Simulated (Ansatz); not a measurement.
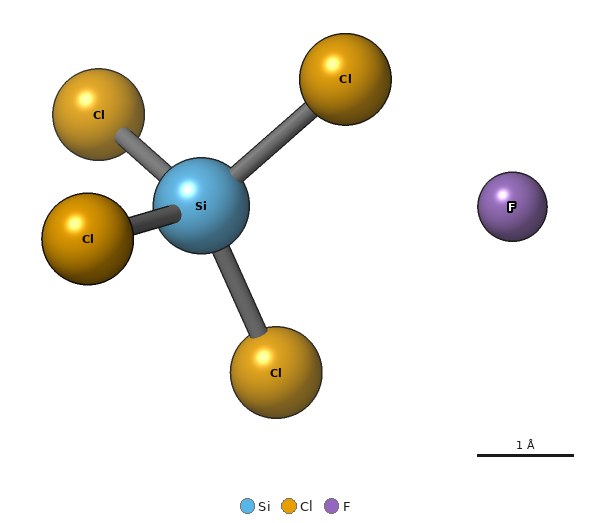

*The structure (ball-and-stick view, seen at a tilt).*

Bond lengths as drawn: Cl–Si 2.03 to 2.09 Å.

## Frequency calculation of SiCl4F

System: SiCl4F, multiplicity 2.
Method: UKS PBE-D4/def2-SVP (Ansatz 0.2.0).

It belongs to a series of runs on one base structure; here: vibrations at the highest image of the band.

## Log
```
Engine: ansatz 0.2.0, x86_64-unknown-linux-gnu
Functional definition: PBE
  parameter kappa = 0.804
  parameter beta = 0.06672455060314922
  exchange = pbe_x(kappa = kappa, mu = beta*pi^2/3)
  correlation = pbe_c(beta = beta)
1124 factors; their error is unknown
mean field evaluation 1: about -60634.8340 eV, gradient 3.3e1 eV
mean field evaluation 2: about -60308.9747 eV, gradient 1.3e2 eV
mean field evaluation 4: about -60637.6524 eV, gradient 2.0e1 eV
mean field evaluation 8: about -60640.1549 eV, gradient 8.0e-1 eV
mean field evaluation 16: about -60640.0695 eV, gradient 1.6e-3 eV
mean field evaluation 32: about -60639.9346 eV, gradient 5.8e0 eV
mean field -60640.06945864 eV, -2228.4814492896 hartree, gradient 3.1e-5 eV, S^2 0.751157; 4 other end points of the search recorded, 0 dependent functions left out
the calculation of the forces begins
reference -60640.06948381 eV, -2228.4814502146 hartree; 46, 45 occupied and 58, 59 virtual orbitals, 1124 factors
these checks for a lower state are left out or cut short: stability, starts, cluster_reference, orbital_swaps, neighbouring_geometries, increment
1124 factors; their error is unknown
mean field -60640.06936526 eV, -2228.4814458579 hartree, gradient 1.1e-6 eV, S^2 0.751158; 0 other end points of the search recorded, 0 dependent functions left out
[... from here on the field's lines of each further geometry are left out, up to the last ...]
the calculation of the forces begins
reference -60640.06952007 eV, -2228.4814515473 hartree; 46, 45 occupied and 58, 59 virtual orbitals, 1124 factors
these checks for a lower state are left out or cut short: stability, starts, cluster_reference, orbital_swaps, neighbouring_geometries, increment
1124 factors; their error is unknown
mean field -60640.06941261 eV, -2228.4814475982 hartree, gradient 1.3e-6 eV, S^2 0.751158; 0 other end points of the search recorded, 0 dependent functions left out
the calculation of the forces begins
reference -60640.06943779 eV, -2228.4814485233 hartree; 46, 45 occupied and 58, 59 virtual orbitals, 1124 factors
WARN: phonons: modes at or below zero, which the zero-point energy, F, S and C_V leave out: 1, the lowest at -42.88 cm⁻¹. A minimum has none, and a first-order saddle one
Total energy: -60640.37055877 eV, -2228.4925145152 hartree
Atom 0 at    -0.125671    -0.013746     0.205738 Å, force     0.000589    -0.000082    -0.001526 eV/Å
Atom 1 at    -1.060372     0.070852     2.073723 Å, force    -0.001269     0.000118    -0.000811 eV/Å
Atom 2 at     1.897795    -0.060231     0.393096 Å, force    -0.003736     0.000246     0.004787 eV/Å
Atom 3 at    -0.716807     1.648259    -0.832175 Å, force    -0.000526    -0.001007    -0.001948 eV/Å
Atom 4 at    -0.803962    -1.706249    -0.723942 Å, force    -0.000359     0.000907    -0.001962 eV/Å
Atom 5 at     0.811215     0.061114     3.315660 Å, force     0.005301    -0.000183     0.001459 eV/Å
Dipole moment:    -0.213911    -0.007451    -0.409559 e Å
Vibrations: -42.88 90.60 123.56 134.31 190.59 200.08 201.39 291.18 397.22 569.18 621.70 634.57 cm⁻¹, zero-point energy 0.214145 eV
```

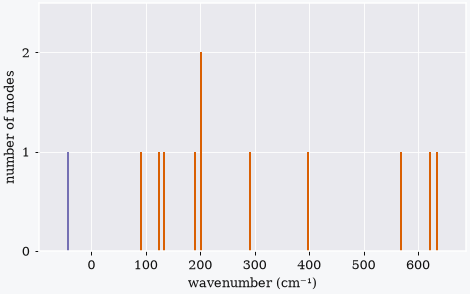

*Harmonic vibrational wavenumbers from the force constants; neighbouring modes closer than 3 cm⁻¹ are counted in one stick, and imaginary ones are drawn at negative wavenumbers.*

12 modes from 43i to 635 cm⁻¹, 1 imaginary beyond 8i (43i cm⁻¹): not a clean minimum; so soft a mode can be a shallow saddle, an incomplete relaxation or noise of the force constants.

The run was set up as follows.

## The input
```yaml
crystal:
  periodic: [false, false, false]
  atoms:
    - { symbol: Si, position_ang: [-0.125671, -0.013746, 0.205738] }
    - { symbol: Cl, position_ang: [-1.060372, 0.070852, 2.073723] }
    - { symbol: Cl, position_ang: [1.897795, -0.060231, 0.393096] }
    - { symbol: Cl, position_ang: [-0.716807, 1.648259, -0.832175] }
    - { symbol: Cl, position_ang: [-0.803962, -1.706249, -0.723942] }
    - { symbol: F, position_ang: [0.811215, 0.061114, 3.31566] }
magnetization:
  spin_polarized: true
  initial_magnetization: 1
basis:
  gaussian: { orbitals: def2-SVP }
hamiltonian:
  xc: pbe
  dispersion: d4
phonons: {}
```

Command:
```bash
ansatz run input.yaml --threads 4 --pin off --max-ram 5120MiB --backend cpu --events-out ev --progress --plain --runs-dir out
```

## Key numbers

```tsv
quantity	value
outcome	converged
total energy	−60640.3706 eV
mean-field energy	−60640.0695 eV
⟨S²⟩	0.751
largest force (length of the vector)	0.006 eV/Å
hardware	4 threads of Intel Xeon @ 2.90GHz (Ice Lake), 192 GiB of memory available, shared host
wall time	30 s (CPU time 1.8 min)
peak memory	0.2 GiB
```
